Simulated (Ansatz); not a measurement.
## (CdS)3(CuI)1 [001] superlattice, started as zinc blende: phonons and vibrational spectra

Task: relax (CdS)3(CuI)1 [001] superlattice, started as zinc blende, then find its harmonic phonons.

Method: DFT PBEsol, scalar-relativistic, plane waves, PAW, in Ansatz 0.2.0.

The structure was built from a prototype and need not be the compound's stable phase.

## 1. The structure

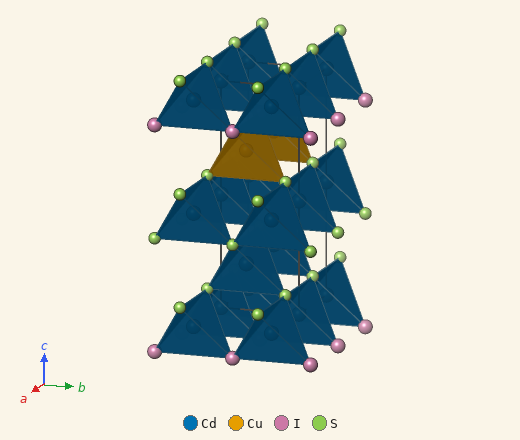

Start, viewed slightly off an axis; cadmium blue, copper orange, iodine pink, sulfur green. 2×1×1 cells are drawn. Some periodic images of atoms are drawn too.

## 2. Rough relaxation

The start is far from rest, so a relaxation with loose tolerances brings it close first.

Contents of input.yaml:

```yaml
crystal:
  lattice:
    - [2.93875, 2.93875, 0.0]
    - [-2.93875, 2.93875, 0.0]
    - [0.0, 0.0, 11.755]
  atoms:
    - { symbol: Cd, position: [0.0, 0.0, 0.0] }
    - { symbol: Cd, position: [0.5, 0.5, 0.25] }
    - { symbol: Cd, position: [0.0, 0.0, 0.5] }
    - { symbol: Cu, position: [0.5, 0.5, 0.75] }
    - { symbol: I, position: [1.0, 0.5, 0.875] }
    - { symbol: S, position: [0.5, 1.0, 0.125] }
    - { symbol: S, position: [1.0, 0.5, 0.375] }
    - { symbol: S, position: [0.5, 1.0, 0.625] }
kpoints:
  mp_grid: { grid: [6, 6, 2] }
hamiltonian:
  xc: pbesol
scf:
  occupations: { method: gaussian, width: 0.1 }
output:
  forces: true
  stress: true
  eigenvalues: true
relax:
  adjacent_minimum: "off"
  f_tol: 0.05
  max_steps: 80
  cell: { stress_tol: 0.5 }
```

On the command line:

```console
> ansatz run input.yaml --threads 8 --pin off --max-ram 14336MiB --backend cpu --events-out ev --progress --plain --runs-dir out
```

Numbers of over 12 decimals in the logs are rounded to 6 here.

Output:

```text
The last accepted step is kept in <dir> (removed where the run ends without a failure and the disk answers)
Engine: ansatz 0.2.0, x86_64-unknown-linux-gnu
Pseudopotentials: kind: paw
Pseudopotential: Cd, paw, valence charge 20, recommended cutoff 420 eV (normal), Cd.paw.azcp
Pseudopotential: Cu, paw, valence charge 19, recommended cutoff 420 eV (normal), Cu.paw.azcp
[...]
- [-2.892190, 2.892190, 0]
    - [0, 0, 11.830809]
  atoms:
    - { symbol: Cd, position: [0, 0, 0.019982] }
    - { symbol: Cd, position: [0.5, 0.5, 0.266194] }
    - { symbol: Cd, position: [0, 0, 0.511795] }
    - { symbol: Cu, position: [0.5, 0.5, 0.699710] }
    - { symbol: I, position: [1.000000, 0.5, 0.854647] }
    - { symbol: S, position: [0.500000, 1.000000, 0.135910] }
    - { symbol: S, position: [1.000000, 0.5, 0.381881] }
    - { symbol: S, position: [0.500000, 1.000000, 0.629882] }
[key lines of the parts left out:]
SCF converged after 5 iterations
Free energy (F): -41231.792852 eV
Fermi energy:    8.101896 eV
P = ⅓ Tr σ = -0.0085 GPa (-0.085 kbar)
```

Wall time 47 s (8 threads of Intel Xeon Platinum 8259CL at 2.50GHz (Skylake/Cascade Lake), shared host); peak memory 1.1 GiB; 5.6 min of CPU time.

Step by step:

| step | energy less that of the first step (eV) | largest force component (eV/Å) | pressure (GPa) | volume (Å³) |
| --- | --- | --- | --- | --- |
| 1 | 0.0000 | 2.7503 | 0.57 | 203.04 |
| 2 | -0.8102 | 1.2703 | -0.87 | 204.18 |
| 3 | -1.0058 | 0.8954 | -1.16 | 204.78 |
| 4 | -1.0938 | 0.6394 | 1.17 | 196.89 |
| 5 | -1.1625 | 0.1735 | 0.11 | 200.34 |
| 6 | -1.1739 | 0.0324 | -0.01 | 201.41 |
| 7* | -1.1736 | 0.0325 | -0.01 | 201.41 |

Relaxation steps marked * repeat the geometry before them on a plane-wave basis chosen anew for their cell, so energy and pressure can jump there.

The run keeps the 4 symmetry operations that it works with, so distortions that break them were not tested.

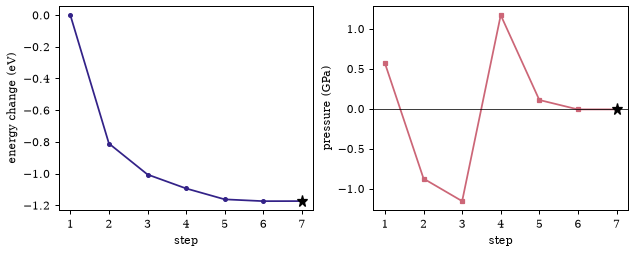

Energy and pressure along the relaxation. Stars mark steps on a basis chosen anew.

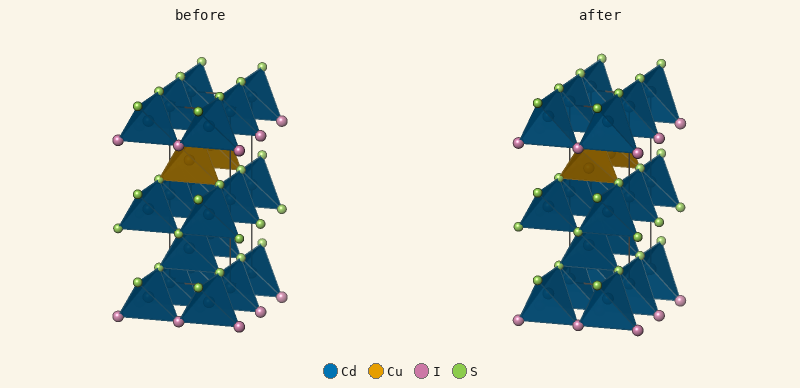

The structure before and after the relaxation, drawn at the same scale.

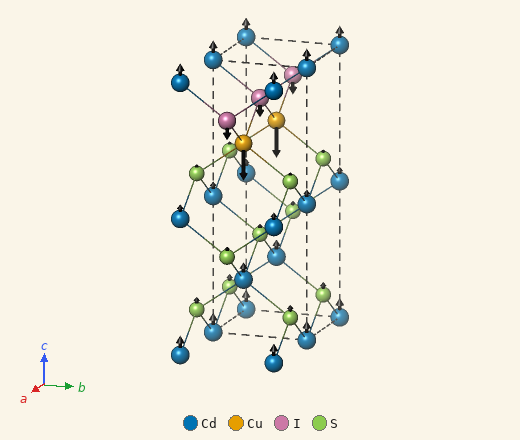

Displacements in the relaxation, exaggerated, measured against the changing cell; the longest in the cell stands for 0.59 Å. 2×1×1 cells are drawn. Some periodic images of atoms are drawn too.

| conventional cell, symmetrised | before | after | change |
| --- | --- | --- | --- |
| a (Å) | 4.156 | 4.090 | -1.6 % |
| b (Å) | 4.156 | 4.162 | +0.1 % |
| c (Å) | 11.755 | 11.831 | +0.6 % |
| volume (Å³/atom) | 25.38 | 25.18 | -0.8 % |

The atoms that moved most (Å, as changes of fractional coordinates times the final cell):

| atom | dx | dy | dz | length |
| --- | --- | --- | --- | --- |
| Cu4 | 0.000 | 0.000 | -0.595 | 0.595 |
| I5 | 0.000 | 0.000 | -0.241 | 0.241 |
| Cd1 | 0.000 | 0.000 | 0.236 | 0.236 |
| Cd2 | 0.000 | 0.000 | 0.192 | 0.192 |
| Cd3 | 0.000 | 0.000 | 0.140 | 0.140 |
| S6 | 0.000 | 0.000 | 0.129 | 0.129 |
| S7 | 0.000 | 0.000 | 0.081 | 0.081 |
| S8 | 0.000 | 0.000 | 0.058 | 0.058 |

This step gave:

| Item | Value |
| --- | --- |
| pressure | -0.008511 GPa |
| volume per atom | 25.18 Å³ |
| gap on the k-mesh | 0.3838 eV |
| direct gap on mesh | 0.3838 eV |

In this step the volume went from 25.38 to 25.18 Å³/atom.

## 3. Relaxation

Harmonic phonons are second derivatives at a point where the forces vanish, and they are wanted at zero stress, so atoms and cell are relaxed first.

Contents of input.yaml:

```yaml
crystal:
  lattice:
    - [2.9430903105, 2.9430903105, 0.0]
    - [-2.8921903521, 2.8921903521, 0.0]
    - [0.0, 0.0, 11.830809365]
  atoms:
    - { symbol: Cd, position: [0.0, 0.0, 0.0199818542] }
    - { symbol: Cd, position: [0.5, 0.5, 0.2661938181] }
    - { symbol: Cd, position: [0.0, 0.0, 0.5117947371] }
    - { symbol: Cu, position: [0.5, 0.5, 0.6997095358] }
    - { symbol: I, position: [1.0, 0.5, 0.8546474909] }
    - { symbol: S, position: [0.5, 1.0, 0.1359095938] }
    - { symbol: S, position: [1.0, 0.5, 0.3818810991] }
    - { symbol: S, position: [0.5, 1.0, 0.6298818709] }
kpoints:
  mp_grid: { grid: [8, 8, 4] }
hamiltonian:
  xc: pbesol
scf:
  occupations: { method: gaussian, width: 0.02 }
output:
  forces: true
  stress: true
  eigenvalues: true
relax:
  adjacent_minimum: "off"
  f_tol: 0.005
  max_steps: 80
  cell: { stress_tol: 0.05 }
```

Output:

```text
[...]
Crystal: 8 atoms, lattice volume = 201.407 Å³
Basis set: ecut = 420 eV, 3919 PW (Γ), exchange–correlation on 60×60×160 points (8 copies of the dense FFT grid, shifted against one another)
Bands: 69, of which v1, the nominal top of the filled ones, is band 57 counted from 1 (56 counted from 0)
Symmetry: 4 space group operations
[...]
k-points: 75 of 256 (time reversal used)
[...]
- { symbol: Cd, position: [2.2908149514892257e-19, -2.3311312417528467e-19, 0.020666] }
    - { symbol: Cd, position: [0.500000, 0.5, 0.266069] }
    - { symbol: Cd, position: [-3.0551386310040167e-19, 3.108906333088848e-19, 0.510882] }
    - { symbol: Cu, position: [0.500000, 0.5, 0.698301] }
    - { symbol: I, position: [1.000000, 0.5, 0.855931] }
    - { symbol: S, position: [0.5, 1.0, 0.136710] }
    - { symbol: S, position: [1.000000, 0.5, 0.382048] }
    - { symbol: S, position: [0.5, 1.0, 0.629392] }
[key lines of the parts left out:]
SCF converged after 6 iterations
Free energy (F): -41231.799418 eV
Fermi energy:    8.072981 eV
P = ⅓ Tr σ = -0.0027 GPa (-0.027 kbar)
```

It took 75 s on 8 threads; peak memory 1.4 GiB; 9.6 min of CPU time.

The steps of the relaxation:

| step | energy less that of the first step (eV) | largest force component (eV/Å) | pressure (GPa) | volume (Å³) |
| --- | --- | --- | --- | --- |
| 1 | 0.0000 | 0.0347 | -0.01 | 201.41 |
| 2 | -0.0010 | 0.0312 | -0.01 | 201.55 |
| 3 | -0.0013 | 0.0225 | 0.00 | 201.56 |
| 4 | -0.0014 | 0.0125 | 0.00 | 201.58 |
| 5 | -0.0014 | 0.0041 | 0.00 | 201.63 |
| 6* | -0.0014 | 0.0041 | 0.00 | 201.63 |

Relaxation steps marked * repeat the geometry before them on a plane-wave basis chosen anew for their cell, so energy and pressure can jump there.

The run keeps the 4 symmetry operations that it works with, so distortions that break them were not tested.

| cell as run | before | after | change |
| --- | --- | --- | --- |
| a (Å) | 4.162 | 4.145 | -0.4 % |
| b (Å) | 4.090 | 4.087 | -0.1 % |
| c (Å) | 11.831 | 11.904 | +0.6 % |
| volume (Å³/atom) | 25.18 | 25.20 | +0.1 % |

The atoms that moved most (Å, as changes of fractional coordinates times the final cell):

| atom | dx | dy | dz | length |
| --- | --- | --- | --- | --- |
| Cu4 | 0.000 | 0.000 | -0.017 | 0.017 |
| I5 | 0.000 | 0.000 | 0.015 | 0.015 |
| Cd3 | 0.000 | 0.000 | -0.011 | 0.011 |
| S6 | 0.000 | 0.000 | 0.010 | 0.010 |
| Cd1 | 0.000 | 0.000 | 0.008 | 0.008 |
| S8 | 0.000 | 0.000 | -0.006 | 0.006 |

Numbers from this step:

```
pressure           : -0.002659 GPa
gap on the k-mesh  : 0.3940 eV
volume per atom    : 25.20 Å³
direct gap on mesh : 0.3940 eV
```

In this step the volume went from 25.18 to 25.20 Å³/atom.

## 4. Tight relaxation

Phonons need a cell at rest on their own settings, so the relaxation is repeated with tight tolerances on forces and stress on the k mesh and occupations of the first response run.

Contents of input.yaml:

```yaml
crystal:
  lattice:
    - [2.9306369275, 2.9306369275, 0.0]
    - [-2.8898046024, 2.8898046024, 0.0]
    - [0.0, 0.0, 11.9043390754]
  atoms:
    - { symbol: Cd, position: [0.0, 0.0, 0.0206662505] }
    - { symbol: Cd, position: [0.5, 0.5, 0.2660685336] }
    - { symbol: Cd, position: [0.0, 0.0, 0.510881994] }
    - { symbol: Cu, position: [0.5, 0.5, 0.6983010762] }
    - { symbol: I, position: [1.0, 0.5, 0.8559314813] }
    - { symbol: S, position: [0.5, 1.0, 0.1367098788] }
    - { symbol: S, position: [1.0, 0.5, 0.3820484448] }
    - { symbol: S, position: [0.5, 1.0, 0.6293923407] }
kpoints:
  mp_grid: { grid: [8, 8, 4] }
hamiltonian:
  xc: pbesol
scf:
  occupations: { method: fixed }
output:
  forces: true
  stress: true
  eigenvalues: true
relax:
  adjacent_minimum: "off"
  f_tol: 0.001
  max_steps: 60
  cell: { stress_tol: 0.01 }
```

Output:

```text
[...]
Crystal: 8 atoms, lattice volume = 201.635 Å³
Basis set: ecut = 420 eV, 3935 PW (Γ), exchange–correlation on 60×60×160 points (8 copies of the dense FFT grid, shifted against one another)
Bands: 69, of which v1, the nominal top of the filled ones, is band 57 counted from 1 (56 counted from 0)
Symmetry: 4 space group operations
[...]
k-points: 75 of 256 (time reversal used)
[...]
- [4.025474918625367e-19, 2.0776585470660462e-19, 11.899650]
  atoms:
    - { symbol: Cd, position: [0, 0, 0.020693] }
    - { symbol: Cd, position: [0.500000, 0.5, 0.266065] }
    - { symbol: Cd, position: [0, 0, 0.510849] }
    - { symbol: Cu, position: [0.500000, 0.5, 0.698195] }
    - { symbol: I, position: [1.0, 0.5, 0.855948] }
    - { symbol: S, position: [0.500000, 1.000000, 0.136759] }
    - { symbol: S, position: [1.0, 0.5, 0.382073] }
    - { symbol: S, position: [0.500000, 1.000000, 0.629419] }
[key lines of the parts left out:]
SCF converged after 7 iterations
Free energy (F): -41231.799421 eV
Fermi energy:    7.872684 eV
P = ⅓ Tr σ = -0.0005 GPa (-0.005 kbar)
```

Run time: 65 s. Hardware: 8 threads; peak memory 1.4 GiB; 8.3 min of CPU time.

Little changed from the start: no atom moved by 0.005 Å and no cell edge by 0.1 %.

Numbers from this step:

```
pressure           : -5.50e-4 GPa
gap on the k-mesh  : 0.3978 eV
direct gap on mesh : 0.3978 eV
```

The largest force component left is 0.74 meV/Å and the pressure is -0.001 GPa, within the tolerances set. The cell now holds 25.20 Å³/atom.

[end of part 1 of 2]

[Logs are printed without paths, hosts, clocks, repeated set-up lines and the standing remarks that a program may print on its own settings, such as how far it seeks lower states.]

[Hosts, paths, dates, database ids (printed as entryN), source tags and the programs' standing remarks are cut or masked in the printed files.]
